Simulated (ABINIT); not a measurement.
# MgS (Niningerite): G0W0 in ABINIT against the wavefunction cutoff in GW, part 2 of 2

Aim: move the wavefunction cutoff in GW of a G0W0 run on MgS (Niningerite) over a wide range.

ABINIT 10.8.3; LDA and many-body steps on it, plane waves. Known limits of the many-body steps: not at the basis limit; coarse k mesh.

So far. Step 2 (Screening, 4×4×4 mesh, 34 bands, screening to 130.6 eV): Local fields lower ε∞ by 13 %. On a Γ-centred mesh this coarse the value itself is usually too large, while a short band sum pulls it down. Step 5 (19 Ha): The gap on the mesh goes from 2.56 eV to 4.34 eV, a correction of +1.78 eV.

### 6. Screening, 4×4×4 mesh, 34 bands, screening to 130.6 eV

This step: RPA screening on LDA, plane waves, norm-conserving pseudopotentials.

run.abi reads:

```
acell 3*1.0 Angstrom
rprim 
  0.000000000000 2.601650000000 2.601650000000
  2.601650000000 0.000000000000 2.601650000000
  2.601650000000 2.601650000000 0.000000000000
ntypat 2
znucl 12 16
natom 2
typat 1 2
xred 
  0.000000000000 0.000000000000 0.000000000000
  0.500000000000 0.500000000000 0.500000000000
pp_dirpath "pseudos"
pseudos "Mg.upf, S.upf"
ecut 38
ngkpt 4 4 4
nshiftk 1
shiftk 0 0 0
kptopt 1
chksymbreak 0
istwfk *1
occopt 1
irdwfk 1
optdriver 3
nband 34
ecuteps 4.8
inclvkb 2
awtr 1
symchi 1
ecutwfn 28.5
indata_prefix "in"
outdata_prefix "out"
tmpdata_prefix "tmp"
```

The run is started by

```console
> OMP_NUM_THREADS=1 mpirun -n 4 abinit run.abi > log
```

Log:

```text
.Version 10.8.3 of ABINIT. v10.8.2 released Aug 2026.

 Symmetries : space group Fm -3 m (#225); Bravais cF (face-center cubic)
[... echo of the input left out ...]
== DATASET  1 ==================================================================
-   mpi_nproc: 4, omp_nthreads: 1 (-1 if OMP is not activated)

--- !DatasetInfo
iteration_state: {dtset: 1, }
dimensions: {natom: 2, nkpt: 8, mband: 34, nsppol: 1, nspinor: 1, nspden: 1, mpw: 1759, }
cutoff_energies: {ecut:  28.5, pawecutdg:  -1.0, }
[...]
--------------------------------------------------------------------------------
[... chi0 elements left out ...]
 For q-point:  0.000010 0.000020 0.000030
  dielectric constant =   6.5433
  dielectric constant without local fields =   7.5432

  Average fulfillment of the sum rule on Im[epsilon] for q-point    1 :     37.08  [%]
[... wings left out ...]
  q-point number  2        q = ( 0.250000, 0.000000, 0.000000) [r.l.u.]
--------------------------------------------------------------------------------
[... chi0 elements left out ...]
  Average fulfillment of the sum rule on Im[epsilon] for q-point    2 :     50.49  [%]

 [... 6 further q-points ...]
```

It took 11 s on 4 MPI ranks of Arm Neoverse N1, shared host; peak memory 0.39 GiB; 34 s of CPU time.

Numbers from this step:

- ε∞ with local fields, on this mesh, along the program's q direction: 6.543
- the same without local fields: 7.543
- plasma frequency: 25.03 eV
- plane waves in the screening matrix: 113

### 7. 28.5 Ha

This step: G0W0 on LDA, plane waves, norm-conserving pseudopotentials.

Edit run.abi of step 6 so:

```diff
@@ -23,8 +23,17 @@
 irdwfk 1
-optdriver 3
+optdriver 4
 nband 34
+gwcalctyp 0
+ecutsigx 28.5
+symsigma 1
+nkptgw 2
+kptgw 
+  0.0000000000 0.0000000000 0.0000000000
+  0.5000000000 0.5000000000 0.0000000000
+bdgw 
+  6 12
+  7 10
 ecuteps 4.8
-inclvkb 2
-awtr 1
-symchi 1
+irdscr 1
+ppmodel 1
 ecutwfn 28.5
```

Log:

```text
.Version 10.8.3 of ABINIT. v10.8.2 released Aug 2026.

 Symmetries : space group Fm -3 m (#225); Bravais cF (face-center cubic)
[... echo of the input left out ...]
== DATASET  1 ==================================================================
-   mpi_nproc: 4, omp_nthreads: 1 (-1 if OMP is not activated)

--- !DatasetInfo
iteration_state: {dtset: 1, }
dimensions: {natom: 2, nkpt: 8, mband: 34, nsppol: 1, nspinor: 1, nspden: 1, mpw: 1759, }
cutoff_energies: {ecut:  28.5, pawecutdg:  -1.0, }
[...]
Band     E0 <VxcDFT>   SigX SigC(E0)      Z dSigC/dE  Sig(E)    E-E0       E
[...]
9   6.683 -10.848  -6.179  -3.299   0.818  -0.222  -9.726   1.122   7.805
       10   8.392  -8.958  -4.414  -3.463   0.823  -0.216  -8.068   0.889   9.281

== END DATASET(S) ==============================================================
================================================================================

 -outvars: echo values of variables after computation  --------
           etotal      0.0000000000E+00
            nband          34
             nkpt           8
          spgroup         225
 [... the other variables as echoed above ...]

 Calculation completed.
```

Run time: 8.1 s. Hardware: 4 MPI ranks; peak memory 0.36 GiB.

This step gave:

```
G0W0 gap on the points computed              : 4.290 eV
starting gap on the mesh                     : 2.559 eV
k of the valence top                         : 0, 0, 0
k of the conduction bottom                   : 0.5, 0.5, 0
least direct G0W0 gap on the computed points : 5.1 eV
```

Against the run before, the gap moves by −0.049 eV.

### 8. Screening, 4×4×4 mesh, 34 bands, screening to 130.6 eV

This step: RPA screening on LDA, plane waves, norm-conserving pseudopotentials.

Edit run.abi of step 7 so:

```diff
@@ -23,18 +23,8 @@
 irdwfk 1
-optdriver 4
+optdriver 3
 nband 34
-gwcalctyp 0
-ecutsigx 28.5
-symsigma 1
-nkptgw 2
-kptgw 
-  0.0000000000 0.0000000000 0.0000000000
-  0.5000000000 0.5000000000 0.0000000000
-bdgw 
-  6 12
-  7 10
 ecuteps 4.8
-irdscr 1
-ppmodel 1
-ecutwfn 28.5
+inclvkb 2
+awtr 1
+symchi 1
 indata_prefix "in"
```

Log:

```text
.Version 10.8.3 of ABINIT. v10.8.2 released Aug 2026.

 Symmetries : space group Fm -3 m (#225); Bravais cF (face-center cubic)
[... echo of the input left out ...]
== DATASET  1 ==================================================================
-   mpi_nproc: 4, omp_nthreads: 1 (-1 if OMP is not activated)

--- !DatasetInfo
iteration_state: {dtset: 1, }
dimensions: {natom: 2, nkpt: 8, mband: 34, nsppol: 1, nspinor: 1, nspden: 1, mpw: 2698, }
cutoff_energies: {ecut:  38.0, pawecutdg:  -1.0, }
[...]
--------------------------------------------------------------------------------
[... chi0 elements left out ...]
 For q-point:  0.000010 0.000020 0.000030
  dielectric constant =   6.5413
  dielectric constant without local fields =   7.5410

  Average fulfillment of the sum rule on Im[epsilon] for q-point    1 :     37.09  [%]
[... wings left out ...]
  q-point number  2        q = ( 0.250000, 0.000000, 0.000000) [r.l.u.]
--------------------------------------------------------------------------------
[... chi0 elements left out ...]
  Average fulfillment of the sum rule on Im[epsilon] for q-point    2 :     50.50  [%]

 [... 6 further q-points ...]
```

The job ended after 14 s (4 MPI ranks; peak memory 0.44 GiB).

Numbers from this step:

* ε∞ with local fields, on this mesh, along the program's q direction: 6.541
* the same without local fields: 7.541
* plasma frequency: 25.03 eV
* plane waves in the screening matrix: 113

### 9. 38 Ha

This step: G0W0 on LDA, plane waves, norm-conserving pseudopotentials.

Edit run.abi of step 8 so:

```diff
@@ -23,8 +23,17 @@
 irdwfk 1
-optdriver 3
+optdriver 4
 nband 34
+gwcalctyp 0
+ecutsigx 38
+symsigma 1
+nkptgw 2
+kptgw 
+  0.0000000000 0.0000000000 0.0000000000
+  0.5000000000 0.5000000000 0.0000000000
+bdgw 
+  6 12
+  7 10
 ecuteps 4.8
-inclvkb 2
-awtr 1
-symchi 1
+irdscr 1
+ppmodel 1
 indata_prefix "in"
```

Log:

```text
.Version 10.8.3 of ABINIT. v10.8.2 released Aug 2026.

 Symmetries : space group Fm -3 m (#225); Bravais cF (face-center cubic)
[... echo of the input left out ...]
== DATASET  1 ==================================================================
-   mpi_nproc: 4, omp_nthreads: 1 (-1 if OMP is not activated)

--- !DatasetInfo
iteration_state: {dtset: 1, }
dimensions: {natom: 2, nkpt: 8, mband: 34, nsppol: 1, nspinor: 1, nspden: 1, mpw: 2698, }
cutoff_energies: {ecut:  38.0, pawecutdg:  -1.0, }
[...]
Band     E0 <VxcDFT>   SigX SigC(E0)      Z dSigC/dE  Sig(E)    E-E0       E
[...]
9   6.683 -10.852  -6.192  -3.299   0.818  -0.222  -9.737   1.114   7.797
       10   8.392  -8.957  -4.414  -3.463   0.823  -0.215  -8.068   0.889   9.280

== END DATASET(S) ==============================================================
================================================================================

 -outvars: echo values of variables after computation  --------
           etotal      0.0000000000E+00
            nband          34
             nkpt           8
          spgroup         225
 [... the other variables as echoed above ...]

 Calculation completed.
```

Run time: 7 s. Hardware: 4 MPI ranks; peak memory 0.44 GiB.

This step gave:

- G0W0 gap on the points computed: 4.284 eV
- starting gap on the mesh: 2.559 eV
- k of the valence top: 0, 0, 0
- k of the conduction bottom: 0.5, 0.5, 0
- least direct G0W0 gap on the computed points: 5.097 eV

Against the run before, the gap moves by −0.006 eV.

### 10. The runs together

Times are wall times on 4 MPI ranks of Arm Neoverse N1, shared host. The host was busy with other work, so they are no guide to cost. A run's time includes the screening step that it read.

```tsv
run	mesh	bands	screening cutoff (eV)	DFT gap (eV)	gap on the mesh (eV)	direct (eV)	ε∞ used	time
11.4 Ha	4×4×4	34	130.6	2.559	4.474	5.215	6.61	13 s
19 Ha	4×4×4	34	130.6	2.559	4.339	5.129	6.56	13 s
28.5 Ha	4×4×4	34	130.6	2.559	4.290	5.100	6.54	19 s
38 Ha	4×4×4	34	130.6	2.559	4.284	5.097	6.54	21 s
```

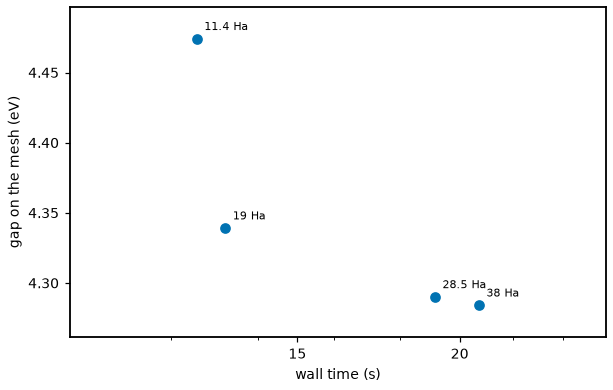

Result against wall time.

### 11. Outcome

* 11.4 Ha: 4.474 eV
* 19 Ha: 4.339 eV
* 28.5 Ha: 4.290 eV
* 38 Ha: 4.284 eV
* known limits: not at the basis limit; coarse k mesh

The setting moved: wavefunction cutoff in GW. From 11.4 Ha to 38 Ha the gap moves by −0.19 eV. It holds to 0.03 eV from 28.5 Ha on. Bands and screening cutoff are coupled, so a series along one setting does not show full convergence. The exchange cutoff follows the wavefunction cutoff here. Bands and cutoff are finite, so the gap is not at the basis limit. The miss can reach some tenths of an eV and take either sign; the mesh is an error of its own. In the G0W0 runs levels were corrected at 2 k points alone, so a gap called «on the mesh» is the least over those, and an edge elsewhere would be missed. The 4×4×4 mesh is coarse for this cell, which bears on the long-range parts of exchange and screening.

[Paths, hosts, dates, memory and timing lines, banners, echoed tables and standing remarks are left out of the program output.]

[Logs are printed without paths, hosts, clocks, repeated set-up lines and the standing remarks that a program may print on its own settings, such as how far it seeks lower states.]

[Runs of the session that timed out or met a known fault of the program may be left out.]

[Hosts, paths, dates, database ids (printed as entryN), source tags and the programs' standing remarks are cut or masked in the printed files.]

[G0W0 gaps are taken among the corrected bands and points alone; a level outside them can change the order at an edge.]

[Where Ansatz stands beside ABINIT at settings called matched, ABINIT's density can come from a denser mesh and the files from another edition; pairs whose starting gaps differed by over 0.03 eV were left out, so agreement reads better than it is.]
